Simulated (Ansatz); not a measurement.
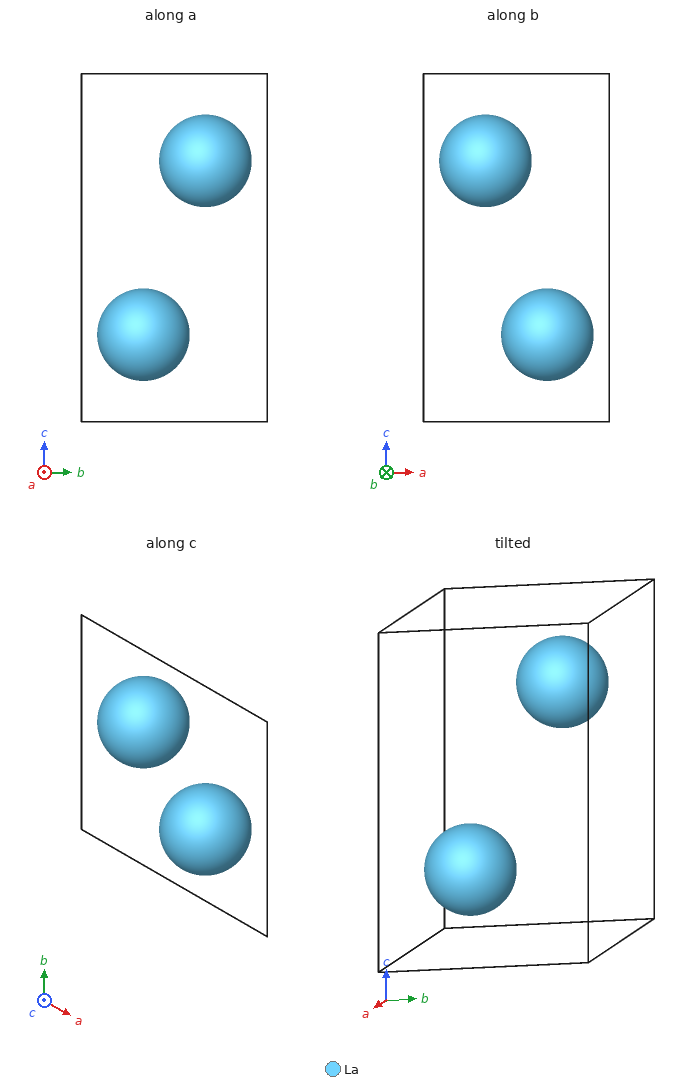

Shown here is a spheres-only view of the crystal, taken along the a axis, along the b axis, along the c axis and slightly off an axis. The conventional unit cell is outlined; an atom on or near a face, edge or corner is repeated at each equivalent position.

Lattice parameters: a = 3.827 Å, b = 3.827 Å, c = 6.201 Å, α = 90.00°, β = 90.00°, γ = 120.00°. Put a along x and b in the xy plane.

**Give the structure in the form of a POSCAR file.**

```
La
1.0
     3.827    0.000    0.000
    -1.914    3.314    0.000
     0.000    0.000    6.201
La
2
Direct
  0.3333 0.6667 0.7500
  0.6667 0.3333 0.2500
```

Source of the structure: a structure type filled with this element by a generator (whether the element takes this form wasn't checked). Earlier steps of the study may have refined or changed the cell and positions. A calculation with Ansatz used it as input.
